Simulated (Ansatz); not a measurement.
Rock-salt BaTe was calculated with PBEsol+SOC (PAW; Ansatz, a first-principles code).

Settings: plane-wave cutoff 520 eV, 8×8×8 k mesh, Fermi–Dirac smearing 0.01 eV, PAW data made under PBE.

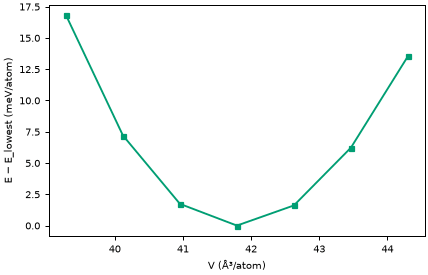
Total energy against volume

Task: From the curve, estimate the equilibrium volume and the bulk modulus.

Result: V0 ≈ 41.8 Å³/atom and B0 ≈ 32 GPa; the fit gives V0 = 41.793 Å³/atom, B0 = 32.0 GPa, B′ = 4.4.

Measured, for comparison: equilibrium volume per atom 43.00 Å³/atom (room temperature, no zero-point or thermal correction; as tabulated in Lucero et al. (2012), arXiv:1111.4515). Computed (rounded) less measured: equilibrium volume per atom -2.8 %.

The computed numbers hold no vibrational or temperature effects.

Computing time: about 4 core-minutes (a rough figure).
